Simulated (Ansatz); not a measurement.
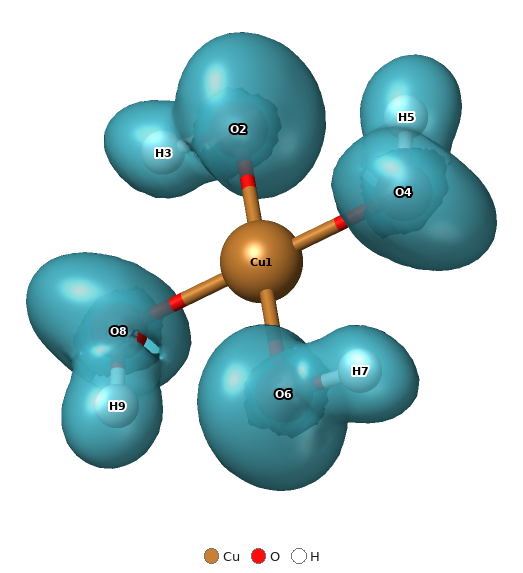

*CuH$_{4}$O$_{4}$ (charge −1). Isosurface of the ELF at 0.75 (cyan), seen at a tilt. Only the valence region is drawn (cores and ρ < 0.01 e/Å³ removed).*

Geometry: PBE0-D4/def2-SVPD.

Computed with RKS PBE0-D4/def2-TZVPD (Ansatz).

Input

```
crystal:
  periodic: [false, false, false]
  atoms:
    - {symbol: Cu, position_ang: [-0.000050, 0.000024, 0.000038]}
    - {symbol: O, position_ang: [1.771676, 0.448056, -0.043411]}
    - {symbol: H, position_ang: [2.174973, -0.426373, -0.058129]}
    - {symbol: O, position_ang: [-0.447759, 1.772223, 0.020060]}
    - {symbol: H, position_ang: [0.426470, 2.175673, -0.000561]}
    - {symbol: O, position_ang: [-1.771700, -0.448054, 0.043478]}
    - {symbol: H, position_ang: [-2.174861, 0.426428, 0.057980]}
    - {symbol: O, position_ang: [0.447698, -1.772191, -0.019994]}
    - {symbol: H, position_ang: [-0.426458, -2.175796, 0.000549]}
basis:
  gaussian: {orbitals: def2-TZVPD, initial_orbitals: start.molden}
total_charge: -1
hamiltonian: {xc: pbe0, dispersion: d4}
scf: {omitted_lower_state_checks: [starts]}
output: {orbitals: {seedname: orbitals}}
```

Command:

```sh
ansatz run in.yaml --threads 4 --pin off --events-out ev --progress --plain --max-ram 3916MiB
```

> Where are the electrons localised?

The ELF exceeds this value in four joined regions spread over several atoms (H, O), in which their bonds and any lone pairs are merged. Along the contacts the grid gives the following. Cu–O (1.83 Å): the ELF peaks at about 0.85 in the valence shell of O, 0.6 Å from its nucleus, and is about 0.25 at the midpoint. O–H (0.96 Å): the ELF climbs to about 1 towards the hydrogen, as it does in any bond to H (an ordinary covalent bond to hydrogen).
